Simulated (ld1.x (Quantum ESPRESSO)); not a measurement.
# Ce: variants of one TM potential, part 2 of 2

Aim: generate and test one potential in full, then change one design choice at a time and see what happens to hardness, ghosts and transferability.

ld1.x (Quantum ESPRESSO) 7.5; first potential PBE, scalar-relativistic. Step numbers count through all parts.

### 5 Plane-wave convergence, by spherical Bessel functions

A separate test, outside the generator: the pseudo-atom's Hamiltonian at the reference potential is diagonalised in spherical Bessel functions j_l(qr) that vanish at 20 bohr, with q² up to the cutoff.

All-electron valence levels (Ry): 5p -1.7893, 6p -0.1371, 5d -0.2907, 4f -0.4784, 6s -0.3210. The lowest levels of each channel (Ry) by cutoff; the last column sums, over occupied levels, occupation times the distance from the level at 400 Ry. A positive value at high cutoff is not a bound level.

```
cutoff (Ry)     p #1     p #2     d #1     f #1     s #1  Σ f·Δε (mRy)
          8  -1.7655  -0.1119  -0.2628   0.0707  -0.3208         720.3
         18  -1.7892  -0.1120  -0.2907   0.0707  -0.3210         550.1
         35  -1.7894  -0.1120  -0.2908   0.0707  -0.3210         548.9
         55  -1.7894  -0.1120  -0.2908   0.0707  -0.3210         548.9
         90  -1.7894  -0.1120  -0.2908   0.0707  -0.3210         548.8
        140  -1.7894  -0.1120  -0.2908   0.0704  -0.3210         548.5
        230  -1.7894  -0.1120  -0.2908  -0.4426  -0.3210          35.6
        260  -1.7894  -0.1120  -0.2908  -0.4688  -0.3210           9.4
        400  -1.7894  -0.1120  -0.2908  -0.4782  -0.3210           0.0
```

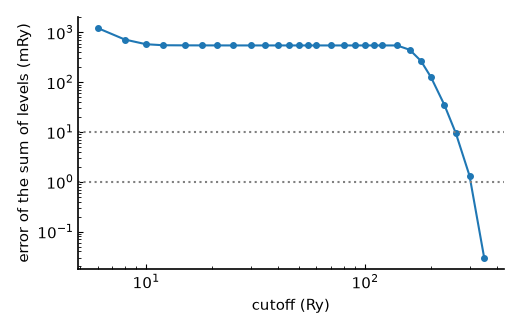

Occupation-weighted error of the valence levels against the cutoff; the dotted lines mark 10 and 1 mRy.

The sum stays within 10 mRy from 260 Ry and within 1 mRy only somewhere over 300 Ry. The sum leaves out empty levels, which can need more. Ghost test: no level below the all-electron spectrum of its channel (p, d, f, s tested).

### 6 Now with waves 6s (bound): rc 3.80 bohr

Contents of Ce.in:

```
 &input
   title='Ce', zed=58., rel=1, dft='PBE', iswitch=3,
   config='[Xe] 4f1 5d1 6s1 6p1',
   nld=4, rlderiv=4.10, eminld=-4.0, emaxld=5.0, deld=0.02
 /
 &inputp
   pseudotype=2, tm=.true., lloc=0,
   nlcc=.false.,
   file_pseudopw='Ce.UPF', file_wfcaegen='ae.wfc', file_wfcncgen='nc.wfc', file_beta='beta', file_chi='chi'
 /
4
5P  2  1   6.00   0.00  3.00  3.00  0.0
5D  3  2   1.00   0.00  2.50  2.50  0.0
4F  4  3   1.00   0.00  0.95  0.95  0.0
6S  1  0   1.00   0.00  3.80  3.80  0.0
 &test
   configts(1)='4f1 5p6 5d1 6s1 6p1'
 /
```

Launch:

```
$ ld1.x < Ce.in > Ce.out
```

What the program wrote to Ce.out (without the banner and most projector matrices):

```text
     Program LD1 v.7.5
     [... all-electron run as in step 2 ...]


     --------------------- Generating NC pseudopotential ---------------------

      Generating local pot.: lloc=0, matching radius rcloc =   3.8000

      Wfc   5P  rcut= 2.973  Using Troullier-Martins method

      Wfc   5D  rcut= 2.496  Using Troullier-Martins method

      Wfc   4F  rcut= 0.941  Using Troullier-Martins method

     ------------------- End of pseudopotential generation -------------------

     [... all-electron run as in step 2 ...]


     Computing logarithmic derivative in   4.08911

       Warning: n=4, l=3 expected 0 nodes, found 1
       Setting wfc to zero for this iteration
       (This warning will only be printed once per wavefunction)

       Warning: n=2, l=1 expected 0 nodes, found 1
       Setting wfc to zero for this iteration
       (This warning will only be printed once per wavefunction)

     Message from routine run_pseudo:
     Warning: convergence not achieved
     Computing logarithmic derivative in   4.08911
     Computing the partial wave expansion
       no projector for channel:   0
     R is outside the sphere for l=    1 j= 0.00
     R is outside the sphere for l=    2 j= 0.00
     R is outside the sphere for l=    3 j= 0.00

     ---------------------- Testing the pseudopotential ----------------------

     Ce
     scalar relativistic calculation

     atomic number is 58.00   valence charge is 10.00
     dft =PBE   lsd =0 sic =0 latt =0  beta=0.20 tr2=1.0E-14
     mesh =1255 r(mesh) = 100.94310 xmin = -7.00 dx = 0.01250

     n l     nl             e AE (Ry)        e PS (Ry)    De AE-PS (Ry)
     4 3     4F   1( 1.00)       -0.47843       -0.47817       -0.00025
     2 1     5P   1( 6.00)       -1.78934       -1.78934        0.00000
     3 2     5D   1( 1.00)       -0.29073       -0.29073       -0.00000
     1 0     6S   1( 1.00)       -0.32100       -0.32100        0.00000
     3 1     6P   1( 1.00)       -0.13708       -0.11184       -0.02524  !

     eps = 6.3E-11  iter =201

     Etot =  -17720.740145 Ry,   -8860.370073 Ha, -241102.952329 eV
     Etotps =   -49.929722 Ry,     -24.964861 Ha,    -679.328473 eV

     Ekin =      36.725599 Ry,      18.362800 Ha,     499.677233 eV
     Encl =     -67.843420 Ry,     -33.921710 Ha,    -923.056748 eV
     Ehrt =      40.088193 Ry,      20.044097 Ha,     545.427658 eV
     Ecxc =      -7.050968 Ry,      -3.525484 Ha,     -95.933308 eV
     Epseu=     -51.849127 Ry,     -25.924563 Ha,    -705.443308 eV

     ---------------------- End of pseudopotential test ----------------------
```

Run time: 3.3 s. Hardware: 1 thread, shared host. This counts the later configuration tests of the new file too.

The test run was repeated on this file; only its results are given.

The tests as a table, with energies relative to 4f1 5p6 5d1 6s1 6p1. A star marks tests that logged a warning.

```tsv
valence configuration	charge	ΔE all-electron (eV)	error AE − PS (meV)
4f1 5p6 5d1 6s2 6p0 *	0	-2.450	+296
4f1 5p6 5d1 6s1 6p0 *	+1	3.620	+535
4f1 5p6 5d1 6s0 6p0	+2	14.701	+823
4f1 5p6 5d1 6s1.5 6p0 *	+0.5	-0.008	+410
4f0 5p6 5d1 6s2 6p0	+1	9.982	+411
4f1 5p6 5d1.5 6s1.5 6p0 *	0	-2.053	+246
4f0 5p6 5d0 6s0 6p0	+4	71.644	+1837
```

With this change the loose cutoff stays at 260 Ry, the largest test error goes from +1812 to +1837 meV and there is no bound ghost.

### 7 Now with waves 5d (bound): rc 1.74 bohr

Contents of Ce.in:

```
 &input
   title='Ce', zed=58., rel=1, dft='PBE', iswitch=3,
   config='[Xe] 4f1 5d1 6s1 6p1',
   nld=4, rlderiv=3.70, eminld=-4.0, emaxld=5.0, deld=0.02
 /
 &inputp
   pseudotype=2, tm=.true., lloc=0,
   nlcc=.false.,
   file_pseudopw='Ce.UPF', file_wfcaegen='ae.wfc', file_wfcncgen='nc.wfc', file_beta='beta', file_chi='chi'
 /
4
5P  2  1   6.00   0.00  3.00  3.00  0.0
5D  3  2   1.00   0.00  1.74  1.74  0.0
4F  4  3   1.00   0.00  0.95  0.95  0.0
6S  1  0   1.00   0.00  3.40  3.40  0.0
 &test
   configts(1)='4f1 5p6 5d1 6s1 6p1'
 /
```

Launch:

```
$ ld1.x < Ce.in > Ce.out
```

Output in Ce.out (without the banner and most projector matrices):

```text
     Program LD1 v.7.5
     [... all-electron run as in step 2 ...]


     --------------------- Generating NC pseudopotential ---------------------

      Generating local pot.: lloc=0, matching radius rcloc =   3.4000

      Wfc   5P  rcut= 2.973  Using Troullier-Martins method

      Wfc   5D  rcut= 1.759  Using Troullier-Martins method

      Wfc   4F  rcut= 0.941  Using Troullier-Martins method

     ------------------- End of pseudopotential generation -------------------

     [... all-electron run as in step 2 ...]


     Computing logarithmic derivative in   3.69998

       Warning: n=4, l=3 expected 0 nodes, found 1
       Setting wfc to zero for this iteration
       (This warning will only be printed once per wavefunction)

     Message from routine run_pseudo:
     Warning: convergence not achieved
     Computing logarithmic derivative in   3.69998
     Computing the partial wave expansion
       no projector for channel:   0
     R is outside the sphere for l=    1 j= 0.00
     R is outside the sphere for l=    2 j= 0.00
     R is outside the sphere for l=    3 j= 0.00

     ---------------------- Testing the pseudopotential ----------------------

     Ce
     scalar relativistic calculation

     atomic number is 58.00   valence charge is 10.00
     dft =PBE   lsd =0 sic =0 latt =0  beta=0.20 tr2=1.0E-14
     mesh =1255 r(mesh) = 100.94310 xmin = -7.00 dx = 0.01250

     n l     nl             e AE (Ry)        e PS (Ry)    De AE-PS (Ry)
     4 3     4F   1( 1.00)       -0.47843       -0.47817       -0.00026
     2 1     5P   1( 6.00)       -1.78934       -1.78934       -0.00000
     3 2     5D   1( 1.00)       -0.29073       -0.29072       -0.00002
     1 0     6S   1( 1.00)       -0.32100       -0.32100        0.00000
     3 1     6P   1( 1.00)       -0.13708       -0.11210       -0.02498  !

     eps = 6.0E-11  iter =201

     Etot =  -17720.740145 Ry,   -8860.370073 Ha, -241102.952329 eV
     Etotps =   -49.939824 Ry,     -24.969912 Ha,    -679.465917 eV

     Ekin =      36.732843 Ry,      18.366422 Ha,     499.775790 eV
     Encl =     -68.599631 Ry,     -34.299816 Ha,    -933.345532 eV
     Ehrt =      40.098500 Ry,      20.049250 Ha,     545.567882 eV
     Ecxc =      -7.052244 Ry,      -3.526122 Ha,     -95.950673 eV
     Epseu=     -51.119291 Ry,     -25.559645 Ha,    -695.513384 eV

     ---------------------- End of pseudopotential test ----------------------
```

It took 3.1 s on 1 thread, shared host. This counts the later configuration tests of the new file too.

The test run was repeated on this file; only its results are given.

Excitation and ionisation energies from 4f1 5p6 5d1 6s1 6p1, with the error of the potential. A star marks tests that logged a warning.

| valence configuration | charge | ΔE all-electron (eV) | error AE − PS (meV) |
| --- | --- | --- | --- |
| 4f1 5p6 5d1 6s2 6p0 * | 0 | -2.450 | +293 |
| 4f1 5p6 5d1 6s1 6p0 * | +1 | 3.620 | +529 |
| 4f1 5p6 5d1 6s0 6p0 | +2 | 14.701 | +815 |
| 4f1 5p6 5d1 6s1.5 6p0 | +0.5 | -0.008 | +406 |
| 4f0 5p6 5d1 6s2 6p0 | +1 | 9.982 | +430 |
| 4f1 5p6 5d1.5 6s1.5 6p0 * | 0 | -2.053 | +243 |
| 4f0 5p6 5d0 6s0 6p0 | +4 | 71.644 | +1798 |

Compared with the first run, the loose cutoff stays at 260 Ry, the largest test error goes from +1812 to +1798 meV and there is no bound ghost.

### 8 Comparison

What follows sums up all 2 parts.

Cutoffs, loose and tight: the cutoffs (Ry, on a coarse ladder) from which the occupation-weighted sum of valence levels, in a spherical-Bessel basis at the reference potential, stays within 10 and 1 mRy of its value at 400 Ry; empty and scattering waves don't count. The number of plane waves in a given cell goes as the cutoff to the power 3/2; it is given for the loose cutoff, relative to the first potential. Test errors are all-electron less pseudo; runs with another core, reference, functional or relativity have tests of their own. The phase difference is the largest within 1 Ry of zero, over the channels with partial waves. A dash means not determined. The table holds 8 more runs of the series, not printed above.

| change | outcome | cutoff, loose | cutoff, tight | plane waves, relative | bound ghosts | largest test error (meV) | phase difference near zero (rad) |
| --- | --- | --- | --- | --- | --- | --- | --- |
| first potential | generated | 260 Ry | over 300 Ry | 1.00 | none | +1812 | 1.037 |
| waves 6s (bound): rc 3.80 bohr | generated | 260 Ry | over 300 Ry | 1.00 | none | +1837 | 1.116 |
| waves 5d (bound): rc 1.74 bohr | generated | 260 Ry | over 300 Ry | 1.00 | none | +1798 | 1.037 |
| core correction a·sin(br)/r model core inside 0.62 bohr (was none) | failed: run_pseudo: Errors in PS-KS equation | – | – | – | – | – | – |
| reference 4f1 5p6 5d0 6s0 6p0; waves 5d (bound, empty): rc 2.50 bohr; 6s (bound, empty): rc 3.40 bohr | failed: run_pseudo: Errors in PS-KS equation | – | – | – | – | – | – |
| local potential all-electron potential smoothed inside 0.90 bohr (lloc = -1) | failed: run_pseudo: Errors in PS-KS equation | – | – | – | – | – | – |
| waves 5p (bound): rc 3.32 bohr | generated | 260 Ry | over 300 Ry | 1.00 | none | +1814 | 1.035 |
| type PAW; waves now 6s (bound): rcut 2.95, rcutus 3.40 bohr; 6s channel at 1.65 Ry: rcut 2.95, rcutus 3.40 bohr; 5p (bound): rcut 2.60, rcutus 3.00 bohr; 6p (bound): rcut 2.60, rcutus 3.00 bohr; 5d (bound): rcut 2.15, rcutus 2.50 bohr; 5d channel at 0.05 Ry: rcut 2.15, rcutus 2.50 bohr; 4f (bound): rcut 0.85, rcutus 0.95 bohr; 4f channel at 0.6 Ry: rcut 0.85, rcutus 0.95 bohr; local potential all-electron potential smoothed inside 2.65 bohr (lloc = -2); augmentation BESSEL, radius 0.75 bohr | failed: new_paw_hamiltonian: negative rho | – | – | – | – | – | – |
| core [Kr] 4d10 4f1, valence charge 11; reference 5s2 5p6 5d2 6s1 6p0; waves now 5p (bound): rc 1.95 bohr; 5d (bound): rc 2.85 bohr; 5s (bound): rc 2.70 bohr | generated | – | – | – | not determined | +3253 | 1.377 |
| functional PBEsol | generated | 260 Ry | over 300 Ry | 1.00 | none | +1683 | 1.045 |
| non-relativistic | generated | 300 Ry | over 300 Ry | 1.24 | none | +1823 | 1.275 |

What this shows: 5 of the potentials share the lowest cutoff, 260 Ry; the highest cutoff read, 300 Ry, costs 1.2 times the plane waves. Among those with the same tests, the variant "waves 5d (bound): rc 1.74 bohr" has the smallest worst error, +1798 meV. 4 of the changes stop the generator.

The first potential by itself. Already in the reference configuration the 6p level is off by 340 meV; it has no partial wave or projector of its own. The worst unpolarised test, 4f0 5p6 5d0 6s0 6p0, is off by 1812 meV on 71.6 eV; by total energies transferability rates as poor. That test lies far up in energy; among those under 40 eV, nearer to bonding, the largest error is 815 meV. It counts as very hard, with 260 Ry needed at the looser tolerance. The tighter tolerance needs over 300 Ry, and converged work needs a cutoff nearer that. The slowest occupied level is 4f: taken alone it needs over 300 Ry to come within 1 mRy, against 15 Ry for 5d.
